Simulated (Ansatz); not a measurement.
WH$_{7}$: several calculations on one system

### Relaxation

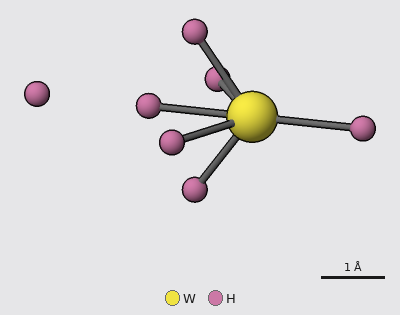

Starting structure of WH7 (multiplicity 2). Style: ball-and-stick. Shown at a tilt.

The run prepares an end point of a later path (reaction) calculation, from a guessed geometry.

Level of theory: UKS PBE0-D4/def2-SVP in Ansatz.

Input
```yaml
crystal:
  periodic: [false, false, false]
  atoms:
    - { symbol: W, position_ang: [0.0, 0.0, -0.512375] }
    - { symbol: H, position_ang: [-1.0e-06, 0.0, 1.20857] }
    - { symbol: H, position_ang: [1.372919, 0.0, 0.442777] }
    - { symbol: H, position_ang: [0.0, 1.372919, 0.442777] }
    - { symbol: H, position_ang: [-1.372919, 0.0, 0.442777] }
    - { symbol: H, position_ang: [0.0, -1.372919, 0.442777] }
    - { symbol: H, position_ang: [0.0, 0.0, -2.354983] }
    - { symbol: H, position_ang: [0.0, 0.0, 3.067678] }
magnetization:
  spin_polarized: true
  initial_magnetization: 1
basis:
  gaussian: { orbitals: def2-SVP }
hamiltonian:
  xc: pbe0
  dispersion: d4
relax:
  f_tol: 0.03
  max_steps: 50
output:
  orbitals: {}
```

Command:
```bash
ansatz run input.yaml --threads 1 --pin off --max-ram 2048MiB --backend cpu --events-out ev --progress --plain --runs-dir out
```

**Where does the relaxation end?**

H8 moves most after the best rigid fit: 1.38 Å. Largest moves by element: H 1.38 Å, W 0.39 Å. Near-neighbour distances that change, for instance: W1–H8 3.580 → 1.979 Å, H2–H8 1.859 → 0.832 Å, W1–H2 1.721 → 1.966 Å, W1–H7 1.843 → 1.757 Å. New bonds form, among them: H2–H8 (1.86 → 0.83 Å), W1–H8 (3.58 → 1.98 Å). Among the angles between lasting bonds that change: H3–W1–H4 71.0° → 106.0°, H2–W1–H3 55.2° → 76.2°, H4–W1–H7 124.8° → 105.6°. The energy falls by 3.538 eV in 24 accepted moves (29 points after the start). Largest force component: 0.048 eV/Å at the start, 0.014 eV/Å at the end. The line search rejected the trial steps at points 7, 14, 23, 26, 28 of the run. The run took 120 s on 1 thread of Arm Neoverse V2, on a shared host, peak memory 0.17 GiB.

The structure at the end:

```xyz
8

W     0.1688    0.0000   -0.1584
H    -0.3036    0.0000    1.7505
H     1.6848    0.0000    0.6361
H    -0.5543    1.4732    0.2234
H    -1.3174    0.0000    0.6240
H    -0.5543   -1.4732    0.2234
H     0.3484    0.0000   -1.9065
H     0.5277    0.0000    1.7876
```

After the run, drawn alike:

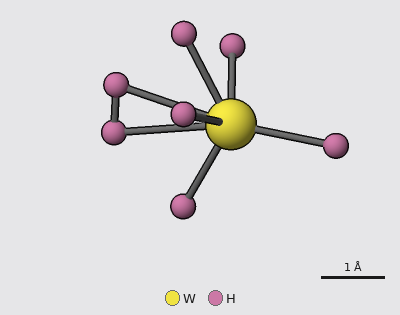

### Relaxation

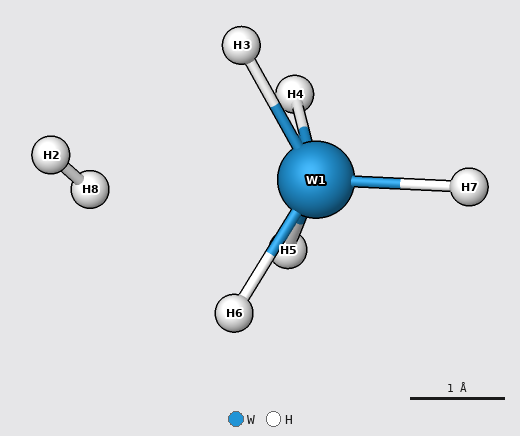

WH7 (multiplicity 2), before the relaxation. Style: ball-and-stick. Shown at a tilt.

The run prepares an end point of a later path (reaction) calculation, from a guessed geometry.

Computed with UKS PBE0-D4/def2-SVP in Ansatz 0.2.0.

Input file:
```yaml
crystal:
  periodic: [false, false, false]
  atoms:
    - { symbol: W, position_ang: [0.122109, -0.12027, -0.423948] }
    - { symbol: H, position_ang: [0.444465, -0.193984, 2.471143] }
    - { symbol: H, position_ang: [1.562933, 0.465388, 0.252706] }
    - { symbol: H, position_ang: [-0.174236, 1.378527, 0.250991] }
    - { symbol: H, position_ang: [-1.353541, 0.204814, 0.290477] }
    - { symbol: H, position_ang: [-0.494531, -1.532143, 0.280936] }
    - { symbol: H, position_ang: [0.106411, -0.132967, -2.144742] }
    - { symbol: H, position_ang: [-0.213609, -0.069365, 2.202437] }
magnetization:
  spin_polarized: true
  initial_magnetization: 1
basis:
  gaussian: { orbitals: def2-SVP }
hamiltonian:
  xc: pbe0
  dispersion: d4
relax:
  f_tol: 0.03
  max_steps: 50
```

Launched with:
```bash
ansatz run input.yaml --threads 1 --pin off --max-ram 2048MiB --backend cpu --events-out ev --progress --plain --runs-dir out
```

Question: What does the optimiser find from here?

Answer: H2 moves most after the best rigid fit: 0.82 Å. By element the largest moves are H 0.82 Å, W 0.22 Å. Some distances before and after: W1–H2 2.914 → 1.969 Å, W1–H8 2.648 → 1.969 Å, H2–H8 0.722 → 0.826 Å, W1–H7 1.721 → 1.764 Å. New bonds form, among them: W1–H2 (2.91 → 1.97 Å), W1–H8 (2.65 → 1.97 Å). Bond angles that change, for instance: H4–W1–H7 114.1° → 116.3°. After 14 geometry steps the energy has fallen by 9.13 kcal/mol. Largest force component: 1.7 eV/Å at the start, 0.024 eV/Å at the end.

The structure at the end:

```xyz
8

W     0.1078   -0.1148   -0.2010
H     0.4268    0.1454    1.7248
H     1.5557    0.4310    0.4952
H    -0.1776    1.3962    0.4550
H    -1.3793    0.2788    0.4534
H    -0.5451   -1.5203    0.4899
H     0.1899   -0.1994   -1.9610
H    -0.1783   -0.4169    1.7237
```

After the run, drawn alike:

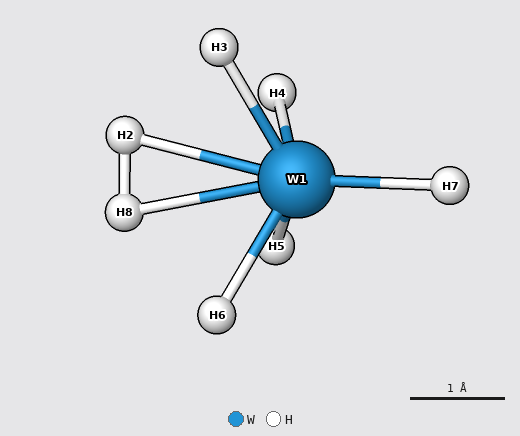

Limits of the set-up: the start holds two separate molecules, 2.2 Å apart at their closest, whose relative position is a soft coordinate.

### Path

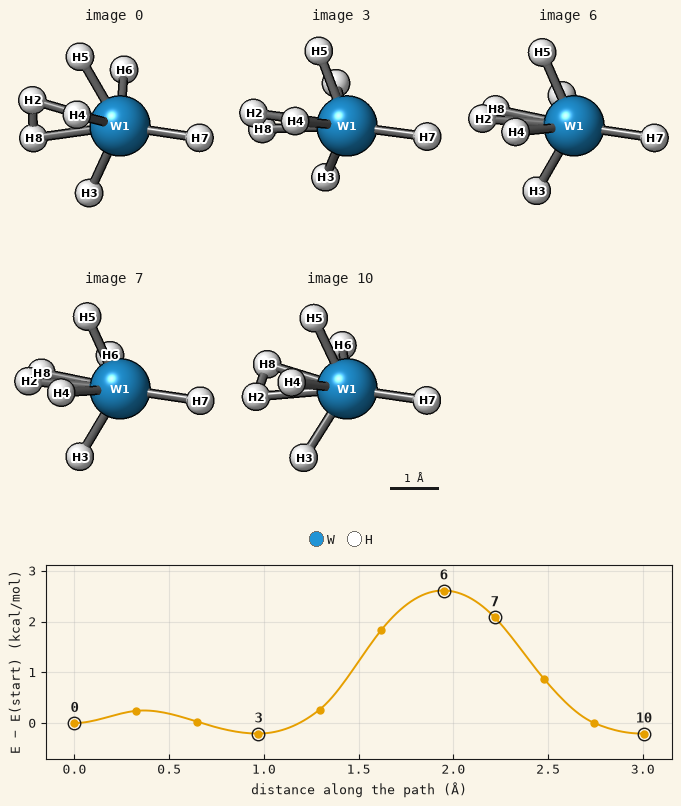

A search for the minimum-energy path of WH$_{7}$ (multiplicity 2) by the nudged elastic band. Images are numbered from 0 (start) to 10 (end). A ball-and-stick model, seen at a tilt.

Computed with UKS PBE0-D4/def2-SVP (Ansatz 0.2.0). Settings: 9 movable images; climbing image; force threshold 0.05 eV/Å; iteration limit 53; starting path through a guess of the saddle point.

> Describe the mechanism and the energy profile.

Relative to the start the highest point is image 6 at +2.61 kcal/mol and the end lies at −0.21 kcal/mol, but the profile dips to −0.21 kcal/mol at image 3 on the way, so the process runs in steps. The path has more than one stage, and so few images may leave a stage unresolved. No bond forms or breaks between the ends. The band converged in 25 iterations. The largest component of the band force went from 8.5 to 0.03 eV/Å. The climbing image converged on the top of the path. Its vibrational analysis gives one imaginary mode (398i cm⁻¹), as a transition state must have.

Cost: 13 min on 1 thread of Arm Neoverse V2, with other jobs on the host, peak memory 0.15 GiB.
